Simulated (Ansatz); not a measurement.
# Ge (Fd-3m, 2 atoms in the cell) under uniaxial strain along [110]

Aim: how do the optical modes of Ge (Fd-3m, 2 atoms in the cell) shift and split under this strain?

Method: DFT PBEsol, scalar-relativistic, plane waves, PAW; PAW set soft_1, in Ansatz 0.2.0.

### 1. Starting point

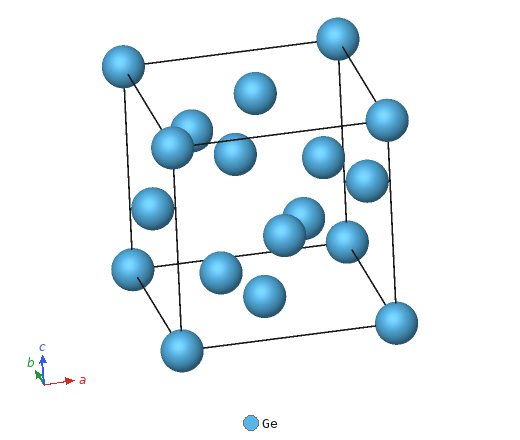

The starting structure, seen from a free direction (germanium blue). This picture shows the conventional cell, with its axes. Some periodic images of atoms are drawn too.

### 2. Bringing the structure to rest

The cell and atoms are relaxed, since residual forces and stress would shift the frequencies.

File input.yaml:

```yaml
crystal:
  lattice:
    - [0.0, 2.82891, 2.82891]
    - [2.82891, 0.0, 2.82891]
    - [2.82891, 2.82891, 0.0]
  atoms:
    - { symbol: Ge, position: [0.5, 0.5, 0.5] }
    - { symbol: Ge, position: [0.75, 0.75, 0.75] }
kpoints:
  mp_grid: { grid: [14, 14, 14] }
hamiltonian:
  xc: pbesol
  pseudopotentials: { kind: paw, azcp: { folder: soft_1 }, xc_functional: pbe }
scf:
  occupations: { method: gaussian, width: 0.1 }
output:
  forces: true
  stress: true
  eigenvalues: true
  write_density: true
  write_potential: true
  elf: true
  volumetric_format: npy
relax:
  adjacent_minimum: "off"
  f_tol: 0.005
  max_steps: 80
  cell: { stress_tol: 0.05 }
```

On the command line:

```console
ansatz run input.yaml --threads 4 --pin off --max-ram 10240MiB --backend cpu --events-out ev --progress --plain --runs-dir out
```

Numbers of over 12 decimals in the logs are rounded to 6 here.

Output:

```text
Engine: ansatz 0.2.0, aarch64-unknown-linux-gnu
Pseudopotentials: kind: paw
Pseudopotential: Ge, paw, valence charge 14, recommended cutoff 420 eV (normal), soft_1/Ge.paw.azcp
Functional definition: PBEsol
  exchange = pbesol_x
  correlation = pbesol_c
Crystal: 2 atoms, lattice volume = 45.278 Å³
Basis set: ecut = 420 eV, 893 PW (Γ), exchange–correlation on 54×54×54 points (8 copies of the dense FFT grid, shifted against one another)
Bands: 18, of which v1, the nominal top of the filled ones, is band 14 counted from 1 (13 counted from 0)
Symmetry: 48 space group operations
Space group: Fd-3m (ITA 227), of the structure as read, at distance tolerance 3.6e-5 Å
k-points: 104 of 2744
Non-local potential: Ge, projectors of the file, l = 0: 2, l = 1: 2, l = 2: 3, l = 3: 1
PAW form: soft (Blöchl's): semilocal exchange-correlation on the pseudo side does not see the compensation charge
PAW frozen core: Ge, regenerated for the run's functional, and the local potential with it (the file was generated under x = pbe(κ = 0.804, μ = 0.219515), c = pbe(β = 0.066725))
PAW one-centre angular grid: Ge, 590 points (default); XC on 64 Gauss nodes
Initial density: superposition of atomic densities (chi_scale 0.1, normalization cell)
Initial wavefunctions: pseudopotential atomic-orbital guess
Functional: x = pbesol(κ = 0.804, μ = 0.123457), c = pbesol(β = 0.046)
SCF iter   1: F=—  HF=-8507.077289 eV  |F-HF|=—  |Δ(HF+E_count)|=         —  Δρ=3.54e-2  dr2=4.51e-1  ethr=3.10e-3  ⟨swp⟩=5.6  Hψ=8819  notcnv=0
preconditioner: auto → none  [insulator: Δε(μ)=0.207 eV  Ē_g=23.286 eV  σ=0.100 eV  W_gap=0.74  n_scr=14 (ndim 8)  ℏωp=29.2 eV  f_vac=0.000  D(μ)=0.02/eV (n_scr^D=0)  ε∞_Penn≈2.6]
SCF iter   2: F=—  HF=-8507.012554 eV  |F-HF|=—  |Δ(HF+E_count)|=   6.47e-2  Δρ=1.68e-2  dr2=8.41e-2  ethr=1.61e-3  ⟨swp⟩=2.0  Hψ=3072  notcnv=0
SCF iter   3: F=—  HF=-8507.006159 eV  |F-HF|=—  |Δ(HF+E_count)|=   6.40e-3  Δρ=1.65e-3  dr2=3.18e-4  ethr=3.00e-4  ⟨swp⟩=2.5  Hψ=2685  notcnv=0
SCF iter   4: F=—  HF=-8507.006325 eV  |F-HF|=—  |Δ(HF+E_count)|=   1.67e-4  Δρ=2.63e-4  dr2=2.11e-5  ethr=1.14e-6  ⟨swp⟩=2.0  Hψ=3141  notcnv=0
SCF iter   5: F=—  HF=-8507.006278 eV  |F-HF|=—  |Δ(HF+E_count)|=   4.75e-5  Δρ=8.26e-5  dr2=2.35e-6  ethr=7.55e-8  ⟨swp⟩=2.0  Hψ=3331  notcnv=0
SCF iter   6: F=—  HF=-8507.006275 eV  |F-HF|=—  |Δ(HF+E_count)|=   2.32e-6  Δρ=2.21e-5  dr2=1.45e-7  ethr=8.38e-9  ⟨swp⟩=2.0  Hψ=3329  notcnv=0
SCF iter   7: F=-8507.006275 eV  HF=-8507.006275 eV  |F-HF|=2.10e-9  |Δ(HF+E_count)|=   1.16e-7  Δρ=2.16e-6  dr2=1.25e-9  ethr=3.57e-10  ⟨swp⟩=7.5  Hψ=11762  notcnv=0
SCF 1 converged in 7 iterations: F = -8507.006275 eV  dr2 = 1.25e-9
  greatest PAW one-centre occupation: 0.998 electrons in one spin orbital (limit 2), on the Ge atom at site 1 (counted from 0), in its partial waves of l = 2
relax step   1: F+E_penalty+E_count = -8507.00627520 eV  Δ(F+E_penalty+E_count) = +0.000e0 eV  max|allowed force component| = 9.252e-18 eV/Å  Δτ_max = 0.0000 Å  P = +0.652 GPa  Ω = 45.278 Å³  (7 SCF iters, dr2 threshold 1.00e-7 eV, accepted)
Crystal: 2 atoms, lattice volume = 45.628 Å³
Initial density: handed on by an earlier stage of this run
Initial wavefunctions: those handed on with the density
iter 1 solved again at ethr=2.68e-7 eV; its pass at ethr=3.10e-3 eV (dr2=7.50e-5 eV) is discarded
SCF iter   1: F=—  HF=-8507.007062 eV  |F-HF|=—  |Δ(HF+E_count)|=         —  Δρ=3.58e-4  dr2=6.59e-5  ethr=2.68e-7  ⟨swp⟩=2.0  Hψ=10470  notcnv=0
preconditioner: auto → Kerker (q_TF=auto, 2.515 Å⁻¹)  [metal: Δε(μ)=0.094 eV  Ē_g=23.385 eV  σ=0.100 eV  W_gap=0.46  n_scr=14 (ndim 8)  ℏωp=29.1 eV  f_vac=0.064  D(μ)=0.05/eV (n_scr^D=0)]
SCF iter   2: F=—  HF=-8507.007060 eV  |F-HF|=—  |Δ(HF+E_count)|=   2.09e-6  Δρ=2.41e-4  dr2=3.57e-5  ethr=2.36e-7  ⟨swp⟩=1.0  Hψ=1872  notcnv=0
SCF iter   3: F=—  HF=-8507.007058 eV  |F-HF|=—  |Δ(HF+E_count)|=   2.44e-6  Δρ=6.03e-5  dr2=3.37e-6  ethr=1.28e-7  ⟨swp⟩=2.0  Hψ=2276  notcnv=0
SCF iter   4: F=—  HF=-8507.007058 eV  |F-HF|=—  |Δ(HF+E_count)|=   2.69e-8  Δρ=3.95e-5  dr2=7.97e-7  ethr=1.20e-8  ⟨swp⟩=2.0  Hψ=3329  notcnv=0
SCF iter   5: F=-8507.007058 eV  HF=-8507.007058 eV  |F-HF|=2.98e-8  |Δ(HF+E_count)|=   6.53e-7  Δρ=6.19e-6  dr2=1.83e-8  ethr=7.14e-10  ⟨swp⟩=9.0  Hψ=13669  notcnv=0
SCF 2 converged in 5 iterations: F = -8507.007058 eV  dr2 = 1.83e-8
relax step   2: F+E_penalty+E_count = -8507.00705822 eV  Δ(F+E_penalty+E_count) = -7.830e-4 eV  max|allowed force component| = 7.806e-18 eV/Å  Δτ_max = 0.0000 Å  P = +0.122 GPa  Ω = 45.628 Å³  energy of the carried Pulay correction = -5.926e-5 eV  (5 SCF iters, dr2 threshold 2.00e-7 eV, accepted)
Crystal: 2 atoms, lattice volume = 45.709 Å³
iter 1 solved again at ethr=1.54e-8 eV; its pass at ethr=3.10e-3 eV (dr2=4.31e-6 eV) is discarded
SCF iter   1: F=—  HF=-8507.007076 eV  |F-HF|=—  |Δ(HF+E_count)|=         —  Δρ=8.32e-5  dr2=3.83e-6  ethr=1.54e-8  ⟨swp⟩=2.0  Hψ=10463  notcnv=0
preconditioner: auto → Kerker (q_TF=auto, 2.514 Å⁻¹)  [metal: Δε(μ)=0.089 eV  Ē_g=23.379 eV  σ=0.100 eV  W_gap=0.44  n_scr=14 (ndim 8)  ℏωp=29.1 eV  f_vac=0.063  D(μ)=0.05/eV (n_scr^D=0)]
SCF iter   2: F=—  HF=-8507.007076 eV  |F-HF|=—  |Δ(HF+E_count)|=   3.02e-7  Δρ=5.69e-5  dr2=2.12e-6  ethr=1.37e-8  ⟨swp⟩=1.0  Hψ=1872  notcnv=0
SCF iter   3: F=—  HF=-8507.007076 eV  |F-HF|=—  |Δ(HF+E_count)|=   2.57e-8  Δρ=1.46e-5  dr2=1.42e-7  ethr=7.57e-9  ⟨swp⟩=2.1  Hψ=2283  notcnv=0
SCF iter   4: F=—  HF=-8507.007076 eV  |F-HF|=—  |Δ(HF+E_count)|=   7.58e-9  Δρ=9.26e-6  dr2=4.21e-8  ethr=1.33e-10  ⟨swp⟩=7.2  Hψ=11245  notcnv=0
SCF iter   5: F=-8507.007076 eV  HF=-8507.007076 eV  |F-HF|=2.85e-9  |Δ(HF+E_count)|=   3.37e-8  Δρ=2.29e-6  dr2=3.11e-9  ethr=1.33e-10  ⟨swp⟩=7.9  Hψ=11030  notcnv=0
SCF 3 converged in 5 iterations: F = -8507.007076 eV  dr2 = 3.11e-9
relax step   3: F+E_penalty+E_count = -8507.00707602 eV  Δ(F+E_penalty+E_count) = -1.780e-5 eV  max|allowed force component| = 4.626e-17 eV/Å  Δτ_max = 0.0000 Å  P = +0.002 GPa  Ω = 45.709 Å³  energy of the carried Pulay correction = -7.294e-5 eV  (5 SCF iters, dr2 threshold 3.72e-8 eV, accepted)
Initial wavefunctions: pseudopotential atomic-orbital guess (no wavefunctions were taken with the density)
iter 1 solved again at ethr=1.73e-7 eV; its pass at ethr=3.10e-3 eV (dr2=4.85e-5 eV) is discarded
SCF iter   1: F=—  HF=-8507.007153 eV  |F-HF|=—  |Δ(HF+E_count)|=         —  Δρ=7.25e-6  dr2=5.75e-9  ethr=1.73e-7  ⟨swp⟩=2.5  Hψ=12991  notcnv=0
eigensolver tolerance schedule: the retry pair's looser diagonalisation over-reported the residual by 8437.09 of it (diagonalisation noise at 0.89 of the residual, at the tolerance the schedule requests for it); recorded, not acted on — ethr = c·dr2/N_el stays at c = 1.0e-1
preconditioner: auto → Kerker (q_TF=auto, 2.514 Å⁻¹)  [metal: Δε(μ)=0.089 eV  Ē_g=23.380 eV  σ=0.100 eV  W_gap=0.44  n_scr=14 (ndim 8)  ℏωp=29.1 eV  f_vac=0.063  D(μ)=0.05/eV (n_scr^D=0)]
SCF iter   2: F=—  HF=-8507.007151 eV  |F-HF|=—  |Δ(HF+E_count)|=   2.31e-6  Δρ=5.51e-6  dr2=4.96e-9  ethr=2.05e-11  ⟨swp⟩=3.2  Hψ=4472  notcnv=0
SCF iter   3: F=—  HF=-8507.007151 eV  |F-HF|=—  |Δ(HF+E_count)|=   3.03e-9  Δρ=2.31e-6  dr2=1.20e-9  ethr=1.77e-11  ⟨swp⟩=2.0  Hψ=3245  notcnv=0
SCF iter   4: F=—  HF=-8507.007151 eV  |F-HF|=—  |Δ(HF+E_count)|=  7.95e-10  Δρ=4.75e-7  dr2=1.41e-10  ethr=4.27e-12  ⟨swp⟩=2.5  Hψ=2843  notcnv=0
SCF iter   5: F=—  HF=-8507.007151 eV  |F-HF|=—  |Δ(HF+E_count)|=  1.82e-10  Δρ=1.78e-7  dr2=2.38e-11  ethr=1.00e-12  ⟨swp⟩=2.0  Hψ=2198  notcnv=0
SCF iter   6: F=-8507.007151 eV  HF=-8507.007151 eV  |F-HF|=1.82e-12  |Δ(HF+E_count)|=  2.36e-11  Δρ=4.77e-8  dr2=1.44e-12  ethr=1.00e-12  ⟨swp⟩=5.0  Hψ=7080  notcnv=0
SCF 4 converged in 6 iterations: F = -8507.007151 eV  dr2 = 1.44e-12
relax step   4: F+E_penalty+E_count = -8507.00715097 eV  Δ(F+E_penalty+E_count) = -7.494e-5 eV  max|allowed force component| = 7.864e-17 eV/Å  Δτ_max = 0.0000 Å  P = +0.003 GPa  Ω = 45.709 Å³  stress off target by 2.85e-3 GPa  SCF on the basis re-selected at this cell (its energy is not comparable with the rows above)  (6 SCF iters)
basis re-selected at this cell: Δ(F+E_penalty+E_count) = -7.494e-5 eV, ΔP = +0.001 GPa vs the last step (what re-selecting the basis moved, of the pressure what is left beyond the Pulay correction that the steps carried, after the strain that the cell walked since its last selection, with what the two solves' SCF thresholds leave and, on support functions, any second-order correction that the steps lacked; it is no m [...]
SCF converged after 6 iterations
Free energy (F): -8507.007151 eV
Harris-Foulkes:  -8507.007151 eV  (|F-HF|=1.82e-12)
Internal energy: -8507.006908 eV  (E = F + TS)
E sigma→0 (E₀):  -8507.007029 eV
Entropy (-TS):   -0.000243 eV (-0.122 meV/atom)
Fermi energy:    8.299998 eV
--- Per-component energies (eV) ---
  E_band       = -306.743194
  E_kinetic    = 185.598640
  E_local      = -4517.700087  (includes V_loc(G=0)·N_el)
  E_nonlocal   = 438.715711
  E_hartree    = 2150.059688
  E_xc         = -142.139307
  E_vxc        = -130.257084  (∫ρ·V_xc dr)
  E_paw        = -3944.720225  (= ΣΔE_a)
  E_vpaw       = -583.219901  (= ΣTr[D̂ρ^β])
  E_aug_tail   = 0.000051  (compensation charges beyond the density's cutoff)
  E_ewald      = -2678.657255
  E_core_change = 1.835876  (= ΣΔE_core)
  E_smearing   = -0.000243  (= −TS)
  E_closure    = -0.000000  (closes the sum)
  Σ components = -8507.007151   (vs F -8507.007151, Δ=0.00e0)
--- Forces (eV/Å), atoms counted from 1 ---
  atom   1  Ge    -0.00000000     0.00000000    -0.00000000
  atom   2  Ge     0.00000000    -0.00000000    -0.00000000
  max |Σ_I F_I| component: 9.25e-18 eV/Å
--- Stress (GPa, compression-positive) ---
        0.002854       0.000000       0.000000
        0.000000       0.002854      -0.000000
        0.000000       0.000000       0.002854
  P = ⅓ Tr σ = 0.0029 GPa (0.029 kbar)
--- Band table (eV; the first three rows and the last of 104) ---
  k-point 0: bands = [... 10 lower, -4.4360, 8.1825, 8.2843, 8.2843, 8.2843, 10.8067, 10.8067, 10.8067]
  k-point 1: bands = [... 10 lower, -4.3740, 6.9360, 8.1590, 8.1590, 9.1023, 10.9735, 10.9735, 11.0704]
  k-point 2: bands = [... 10 lower, -4.1898, 5.5512, 7.8730, 7.8730, 9.2156, 11.3550, 11.3550, 11.9688]
  k-point 103: bands = [... 10 lower, -0.4877, -0.4877, 4.4263, 4.4263, 11.8876, 11.8876, 13.5939, 13.5939]
--- Relaxed structure (3 steps of the walk, 3 accepted, 1 SCFs on fresh bases) ---
  F+E_penalty+E_count = -8507.00715097 eV   max|allowed force component| = 7.864e-17 eV/Å   (the final SCF, on the basis selected at the relaxed cell)
  cell:  # Å, volume = 45.7093 Å³
    - [0, 2.837863, 2.837863]
    - [2.837863, 0, 2.837863]
    - [2.837863, 2.837863, 0]
  atoms:
    - { symbol: Ge, position: [0.5, 0.5, 0.5] }
    - { symbol: Ge, position: [0.750000, 0.750000, 0.750000] }
```

Elapsed: 4.3 s, on 4 threads of Arm Neoverse V2, shared host; peak memory 0.39 GiB.

Step by step:

```csv
step,energy less that of the first step (eV),largest force component (eV/Å),pressure (GPa),volume (Å³)
1,0.0000,0.0000,0.65,45.28
2,-0.0008,0.0000,0.12,45.63
3,-0.0008,0.0000,0.00,45.71
4*,-0.0009,0.0000,0.00,45.71
```

Relaxation steps marked * repeat the geometry before them on a plane-wave basis chosen anew for their cell, so energy and pressure can jump there.

The run keeps the 48 symmetry operations that it works with, so distortions that break them were not tested.

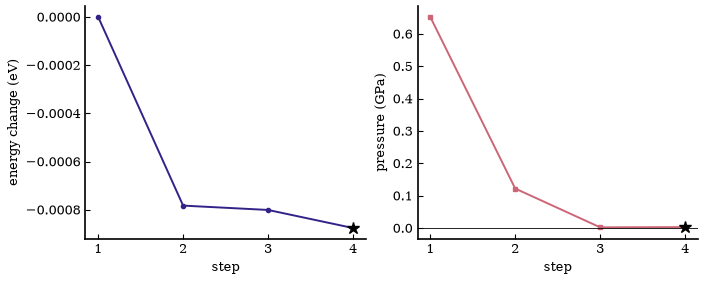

Energy and pressure along the relaxation. Stars mark steps on a basis chosen anew.

```csv
"conventional cell, symmetrised",before,after,change
a (Å),5.658,5.676,+0.3 %
b (Å),5.658,5.676,+0.3 %
c (Å),5.658,5.676,+0.3 %
volume (Å³/atom),22.64,22.85,+1.0 %
```

Final coordinates:

```xyz
2
Lattice="0.0000 2.8379 2.8379 2.8379 0.0000 2.8379 2.8379 2.8379 0.0000" Properties=species:S:1:pos:R:3 pbc="T T T"
Ge    2.8379    2.8379    2.8379
Ge    4.2568    4.2568    4.2568
```

This step gave:

- pressure: 0.002854 GPa
- volume per atom: 22.85 Å³
- gap on the k-mesh: 0 eV

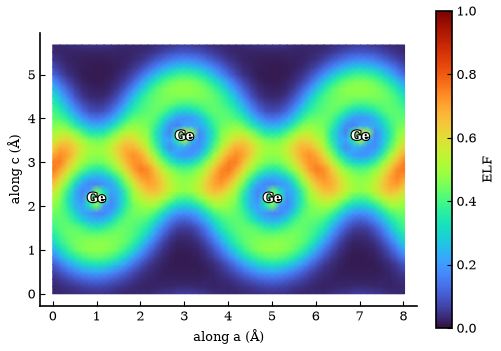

ELF in the ac plane of a cell with a along [110], b along [-110] and c along [001] of the cube at fractional y = 0.000, with atoms of Ge within 0.2 Å of it. It is the smooth field of the valence electrons, not physical close to the nuclei. The map starts off the cell's origin, so that atoms lie inside it.

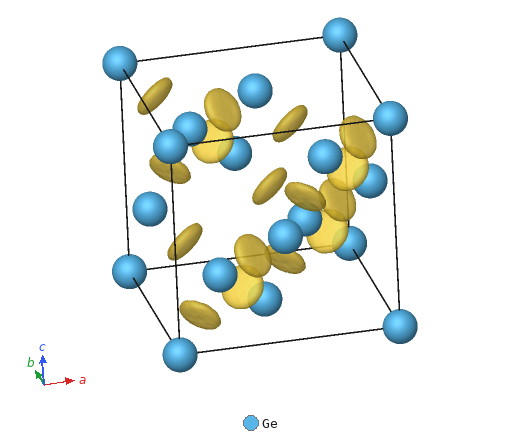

Surface of ELF = 0.68.

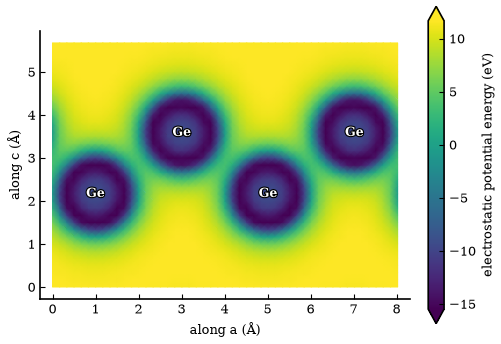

Electrostatic potential energy in the ac plane of a cell with a along [110], b along [-110] and c along [001] of the cube at fractional y = 0.000, with atoms of Ge within 0.2 Å of it. With pseudopotentials it is smooth inside the atoms' cores, unlike the true potential. The map starts off the cell's origin, so that atoms lie inside it.

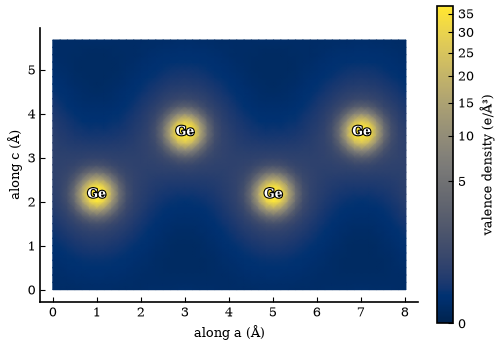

Valence density in the ac plane of a cell with a along [110], b along [-110] and c along [001] of the cube at fractional y = 0.000, with atoms of Ge within 0.2 Å of it. It is the smooth field of the valence electrons, not physical close to the nuclei. The map starts off the cell's origin, so that atoms lie inside it. The colour scale is stretched toward low values.

In this step the volume went from 22.64 to 22.85 Å³/atom.

### 3. Tight relaxation

At this level the gap closes at Γ, and partly filled states there would soften the modes. So, after a tight relaxation on a Γ-centred mesh that is not shown, the volume is relaxed again on 12×12×12 points shifted off Γ, the mesh of all runs that follow.

File input.yaml:

```yaml
crystal:
  lattice:
    - [0.0, 2.8378629744, 2.8378629744]
    - [2.8378629744, 0.0, 2.8378629744]
    - [2.8378629744, 2.8378629744, 0.0]
  atoms:
    - { symbol: Ge, position: [0.5, 0.5, 0.5] }
    - { symbol: Ge, position: [0.75, 0.75, 0.75] }
kpoints:
  mp_grid: { grid: [12, 12, 12], shift: [0.5, 0.5, 0.5] }
hamiltonian:
  xc: pbesol
  pseudopotentials: { kind: paw, azcp: { folder: soft_1 }, xc_functional: pbe }
scf:
  occupations: { method: gaussian, width: 0.015 }
output:
  forces: true
  stress: true
  eigenvalues: true
relax:
  adjacent_minimum: "off"
  f_tol: 0.001
  max_steps: 60
  cell: { stress_tol: 0.01, fix: [shape] }
```

Output:

```text
[...]
k-point 181: bands = [... 10 lower, -2.2951, 0.7297, 6.0915, 6.7790, 9.1301, 11.8568, 12.2469, 15.5986]
--- Relaxed structure (2 steps of the walk, 2 accepted, 1 SCFs on fresh bases) ---
[...]
cell:  # Å, volume = 45.7049 Å³
    - [0, 2.837772, 2.837772]
    - [2.837772, 0, 2.837772]
    - [2.837772, 2.837772, 0]
  atoms:
    - { symbol: Ge, position: [0.499972, 0.499972, 0.499972] }
    - { symbol: Ge, position: [0.750028, 0.750028, 0.750028] }
[key lines of the parts left out:]
SCF converged after 6 iterations
Free energy (F): -8507.007654 eV
Fermi energy:    8.314066 eV
P = ⅓ Tr σ = -0.0013 GPa (-0.013 kbar)
```

Run time: 5.4 s. Hardware: 4 threads; peak memory 0.43 GiB.

Little changed from the start: no atom moved by 0.005 Å and no cell edge by 0.1 %.

Numbers from this step:

| Property | Result |
| --- | --- |
| pressure | -0.001274 GPa |
| gap on the k-mesh | 0.1483 eV |

The largest force component left is 0.070 meV/Å and the pressure is -0.001 GPa, within the tolerances set. The cell now holds 22.85 Å³/atom.

### 4. Modes at rest

Phonons follow from the second derivative of the energy, found here by linear response.

The modes at rest are the reference of the series.

input.yaml, the sections that differ from step 3:

```yaml
crystal:
  lattice:
    - [0.0, 2.8377721981, 2.8377721981]
    - [2.8377721981, 0.0, 2.8377721981]
    - [2.8377721981, 2.8377721981, 0.0]
  atoms:
    - { symbol: Ge, position: [0.4999723089, 0.4999723089, 0.4999723089] }
    - { symbol: Ge, position: [0.7500276911, 0.7500276911, 0.7500276911] }
output:
  eigenvalues: true
phonons:
  method: dfpt
# kpoints, hamiltonian, scf: as in step 3
# relax: removed
```

Output:

```text
[...]
Crystal: 2 atoms, lattice volume = 45.705 Å³
Basis set: ecut = 420 eV, 893 PW (Γ), exchange–correlation on 64×64×64 points (8 copies of the dense FFT grid, shifted against one another)
Bands: 18, of which v1, the nominal top of the filled ones, is band 14 counted from 1 (13 counted from 0)
Symmetry: 12 space group operations
k-points: 468 of 1728 (irreducible under 2 space group operations, time reversal used)
[...]
SCF iter   1: F=—  HF=-8507.076819 eV  |F-HF|=—  |Δ(HF+E_count)|=         —  Δρ=3.48e-2  dr2=4.41e-1  ethr=3.10e-3  ⟨swp⟩=6.0  Hψ=38759  notcnv=0
[...]
SCF iter   9: F=-8507.007654 eV  HF=-8507.007654 eV  |F-HF|=9.09e-12  |Δ(HF+E_count)|=  6.28e-10  Δρ=1.15e-7  dr2=3.71e-12  ethr=1.00e-12  ⟨swp⟩=4.0  Hψ=44764  notcnv=0
SCF 1 converged in 9 iterations: F = -8507.007654 eV  dr2 = 3.71e-12
[...]
DFPT response loops at Γ: preconditioner auto → none (the input reference at scf.mixing.eps_inf says where Resta's filter doesn't serve); β = 0.50; Broyden in place of MSR1
SCF converged after 9 iterations
Free energy (F): -8507.007654 eV
[...]
Internal energy: -8507.007654 eV  (E = F + TS)
E sigma→0 (E₀):  -8507.007654 eV
Fermi energy:    8.314065 eV
[...]
--- Band table (eV; the first three rows and the last of 468) ---
  k-point 0: bands = [... 10 lower, -4.4144, 7.5007, 8.2394, 8.2394, 8.8322, 10.8688, 10.8688, 10.8858]
  k-point 1: bands = [... 10 lower, -4.3022, 6.3402, 7.7662, 8.1649, 9.3958, 10.9875, 11.0618, 11.5923]
  k-point 2: bands = [... 10 lower, -4.0259, 4.7997, 7.3262, 7.8472, 9.3314, 11.4045, 11.6523, 12.6962]
  k-point 467: bands = [... 10 lower, -2.3509, 0.7193, 6.6412, 6.8463, 8.6391, 11.9204, 12.0720, 15.3489]
--- Phonons (Γ-DFPT): 1 representative perturbation + reference, on 468 of 1728 k-points (Σ response iterations 3) ---
  k mesh reduced under 2 symmetry operations, with k and −k counted as one. Each operation leaves every solved perturbation unchanged. A smaller set is not used because it would not reduce the number of displacements times k-points to solve
  ASR residual: 3.033e-5 → 0.000e0 eV/Å²; symmetrization residual: 3.649e-12 eV/Å²
  ASR residual per site (eV/Å²): 3.03e-5 3.03e-5
  Γ frequencies (cm⁻¹): 0.00 0.00 0.00 288.59 288.59 288.65
  non-analytic LO–TO correction: not included (Born effective charges unavailable; polar crystals: no LO–TO splitting at Γ)
```

It took 16 s on 4 threads; peak memory 1.3 GiB.

This step gave:

```
sum-rule residual before enforcement                    : 3.03e-5 eV/Å²
highest optical mode at the zone centre (no LO-TO term) : 288.6 cm⁻¹
lowest optical zone-centre mode                         : 288.6 cm⁻¹
```

Patterns of degenerate modes are one choice out of their space. Modes at Γ:

```csv
mode,frequency (cm⁻¹)
1,0.0
2,0.0
3,0.0
4,288.6
5,288.6
6,288.6
```

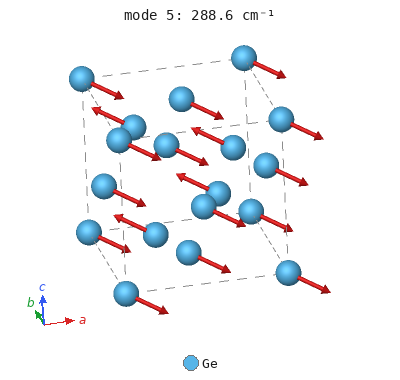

Displacement patterns of mode 5 at Γ; arrows are exaggerated. Some periodic images of atoms are drawn too.

Before it was imposed, the acoustic sum rule was missed by 3.0e-5 eV/Å². Small misses are needed for a sound result but don't prove that mesh and cutoff are converged. The lowest optical mode is real, 289 cm⁻¹.

(Part 1 of 2 ends here.)

[Logs are printed without paths, hosts, clocks, repeated set-up lines and the standing remarks that a program may print on its own settings, such as how far it seeks lower states.]

[Hosts, paths, dates, database ids (printed as entryN), source tags and the programs' standing remarks are cut or masked in the printed files.]
